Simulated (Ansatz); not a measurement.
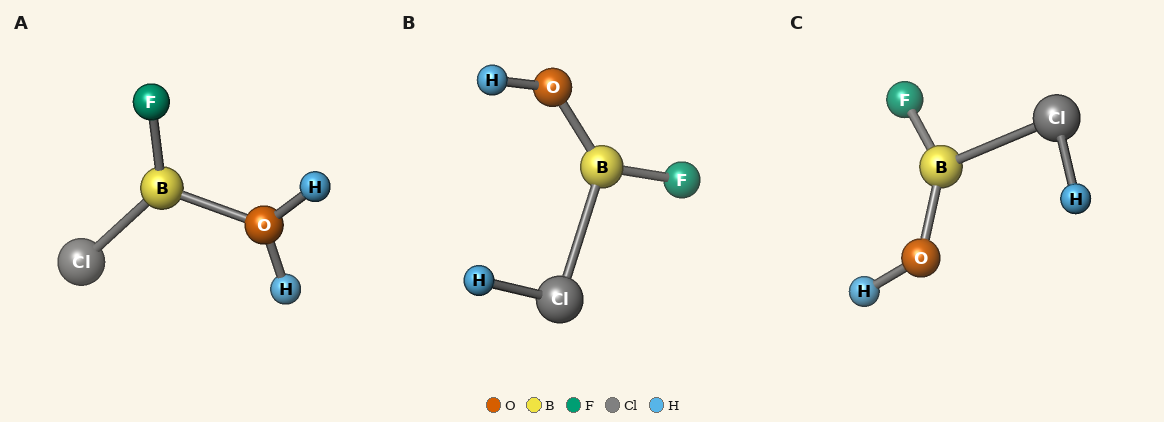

3 stationary structures of one formula. Charge +1, singlet. Geometries: PBE0-D4/def2-TZVP. Electronic energies: RHF-CCSD(T) (frozen core)/def2-TZVPP (Ansatz 0.2.0), without zero-point energy. No frequency run is at hand to confirm each as a minimum.

### Which is lowest in energy, and by how much?

A is lowest (Cs); C lies 0.574 eV above it (Cs), B lies 0.838 eV above it (Cs).
